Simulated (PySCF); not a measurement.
Si(F)(Me)3, SMILES C[Si](C)(C)F (C3H9FSi) at its PBE0/def2-SVP optimised geometry (Å):

```
14

C      1.6337    -0.6431     0.0000
Si    -0.2343    -0.6431     0.0000
C     -0.9315    -1.6737    -1.3935
C     -0.9323     1.0897     0.0000
F     -0.7104    -1.3501     1.4027
H      2.0312    -0.1747    -0.9146
H      2.0277    -0.0854     0.8639
H      2.0278    -1.6701     0.0522
H     -2.0309    -1.7123    -1.3438
H     -0.6523    -1.2556    -2.3740
H     -0.5542    -2.7073    -1.3473
H     -0.6608     1.6268    -0.9230
H     -0.5489     1.6701     0.8537
H     -2.0312     1.0718     0.0693
```

Method: PySCF with PBE0/def2-TZVP. Cells within 0.4 Å of a nucleus heavier than hydrogen are left out (blank, or x).

Map of the deformation density (molecule minus spherical neutral atoms) (e/bohr³) on the plane z = 0.0 Å:

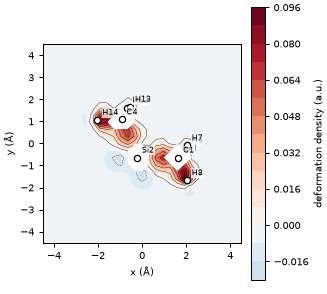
*Deformation density (molecule minus spherical neutral atoms) (e/bohr³) on the plane z = 0.0 Å.*
